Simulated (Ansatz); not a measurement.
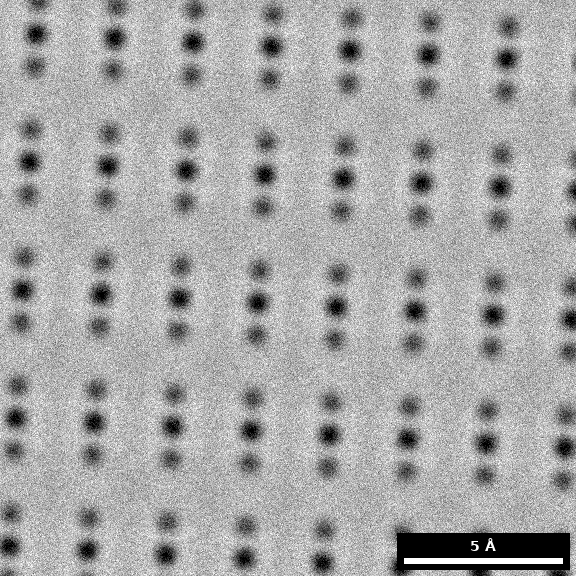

HRTEM-like image of CeBr$_{2}$ (Fm-3m, No. 225). Simulated in the weak-phase-object approximation with neutral-atom potentials: 300 kV, Cs = 10 µm, defocus −53 Å (negative is underfocus), defocus spread 8 Å, aperture 1.62 1/Å. Shot noise was added. Model: the geometry given to an electronic-structure calculation, possibly off equilibrium; the starting structure was generated, so it need not be a known form of this composition.

```
Ce Br
1.0
     7.07155    0.00000    0.00000
     0.00000    7.07155    0.00000
     0.00000    0.00000    7.07155
Ce Br
4 8
Direct
  0.00000 0.00000 0.00000
  0.00000 0.50000 0.50000
  0.50000 0.00000 0.50000
  0.50000 0.50000 0.00000
  0.25000 0.75000 0.75000
  0.25000 0.25000 0.75000
  0.25000 0.25000 0.25000
  0.25000 0.75000 0.25000
  0.75000 0.75000 0.25000
  0.75000 0.25000 0.25000
  0.75000 0.25000 0.75000
  0.75000 0.75000 0.75000
```

Question: Which beam direction gives this image, [110], [111], [221] or [211]? (Directions equivalent by symmetry count as one.)

Answer: [211]. The projected cells are 4.33 × 4.33 Å, 109° for [110]; 2.89 × 2.89 Å, 120° for [111]; 1.67 × 2.64 Å, 108° for [221]; 2.50 × 4.08 Å, 90° for [211], and the image repeats as the [211] one does.
